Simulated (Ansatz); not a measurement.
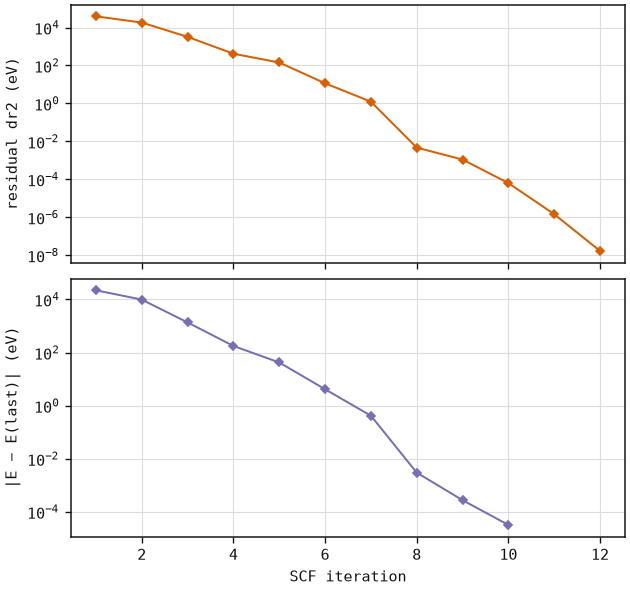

The plot shows the SCF iterations of a calculation: density residual dr2, distance of the Harris–Foulkes energy from its last value. Energy differences below 3 × 10⁻⁶ eV aren't drawn. The starting density is a sum of atomic densities corrected by a trained network.

Cs2SiF2 (10 atoms in the cell), run with Ansatz.

```
crystal:
  lattice:
    - [0.0, 0.0, 3.22210372]
    - [3.61984797, -1.89988725, 1.61105186]
    - [3.61984797, 1.89988725, -1.61105186]
  atoms:
    - { symbol: Cs, position: [0.3356, 0.0173, 0.6885] }
    - { symbol: Cs, position: [0.6644, 0.9827, 0.3115] }
    - { symbol: Cs, position: [0.1644, 0.6885, 0.0173] }
    - { symbol: Cs, position: [0.8356, 0.3115, 0.9827] }
    - { symbol: Si, position: [0.25, 0.5, 0.5] }
    - { symbol: Si, position: [0.75, 0.5, 0.5] }
    - { symbol: F, position: [0.3458, 0.7452, 0.4368] }
    - { symbol: F, position: [0.6542, 0.2548, 0.5632] }
    - { symbol: F, position: [0.1542, 0.4368, 0.7452] }
    - { symbol: F, position: [0.8458, 0.5632, 0.2548] }
  symmetry: { tolerance: 0.0003 }
kpoints:
  mp_grid: { grid: [4, 4, 4], shift: [0, 0, 0] }
magnetization:
  spin_polarized: false
scf:
  occupations: { method: fermi_dirac, width: 0.0316 }
  max_iter: 100
hamiltonian:
  pseudopotentials: { kind: paw }
  xc: pbe
basis:
  ecutwfc: 420
output:
  forces: true
  stress: true
  eigenvalues: true
```

Run as:
```bash
ansatz run input.yaml --threads 1 --pin off --max-ram 2560MiB --backend cpu --events-out ev --progress --plain --runs-dir out
```

Q: Did the calculation converge?

A: It converged, after 12 iterations. The residual falls at every step. From the first spectrum the program read the system as a metal and chose the LDOS preconditioner.

Q: Read the residual at the first and at the last step drawn.

A: It starts near 4 × 10⁴ and ends near 2 × 10⁻⁸ eV.

Q: Is anything amiss with this input?

A: The input holds a fault (a lattice far too small). The SCF closed all the same, which doesn't make the results meaningful for the real system.
